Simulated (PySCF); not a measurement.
Input file:

```
{"job": {"kind": "uv", "xc": "CAM-B3LYP", "basis": "def2-SVPD", "nstates": 8, "ntriplets": 3}, "charge": 0, "multiplicity": 1}
Br     0.209367    -0.659748     2.861544
Si    -0.065999    -1.293756     0.739979
C     -1.551557    -0.346773     0.040440
C     -1.112568     1.079543    -0.309089
O      0.004195     1.129021    -1.165933
C      1.232242     0.828201    -0.545392
C      1.420440    -0.664760    -0.253548
H     -0.217198    -2.741768     0.775476
H     -1.909463    -0.835284    -0.866138
H     -2.388988    -0.297680     0.736734
H     -1.909646     1.598139    -0.848956
H     -0.900416     1.640951     0.614618
H      1.330757     1.404915     0.387905
H      1.998033     1.175085    -1.244883
H      1.485070    -1.201027    -1.200586
H      2.368133    -0.806114     0.266419
```

Launched as:

```sh
OMP_NUM_THREADS=1 python probes_run.py task.json out
```

Geometry: GFN2-xTB.

The calculation used CAM-B3LYP/def2-SVPD, SCF density, gas phase (PySCF).

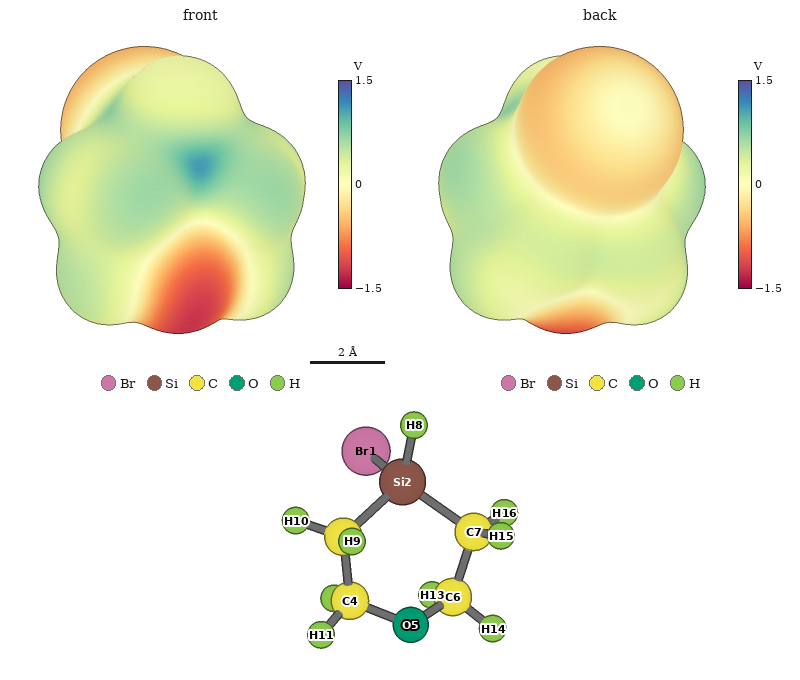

C$_{4}$H$_{9}$BrOSi. The molecular electrostatic potential painted on the density surface at 0.001 e/bohr³, seen from the front and from behind; the colour scale runs from red (negative) to blue (positive). The bare structure is drawn below in the same view.

> Which sites attract a positive test charge, and which a negative one?

A positive charge is drawn to the negative regions and a negative charge to the positive ones. The most negative region (about −1.2 V) lies over O5, the most positive (about +1.0 V) over Si2. O5 is the likeliest acceptor of a hydrogen bond.
